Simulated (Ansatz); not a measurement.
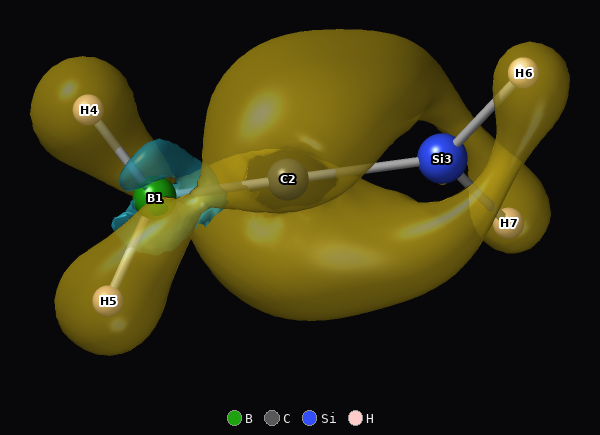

Figure 1: CH₄BSi (doublet). Isosurfaces of the spin density at +0.015 (yellow) and −0.015 e/Å³ (cyan), seen at a tilt.

Computed with UKS B3LYP/def2-SVP (Ansatz 0.2.0).

```csv
atom,x (Å),y (Å),z (Å)
B,-1.3060,-0.1461,-0.9493
C,-0.1248,-0.0091,-0.0914
Si,1.2479,0.1379,0.9044
H,-2.4240,-0.1383,-0.4771
H,-1.1931,-0.2700,-2.1512
H,1.3748,-0.5434,2.2169
H,2.4251,0.9690,0.5478
```

Describe the spin distribution.

Answer. The unpaired spin (1 electron) lies mostly on C2 (about 0.6), Si3 (about 0.2) and B1 (about 0.1), in electrons by Hirshfeld's partition.
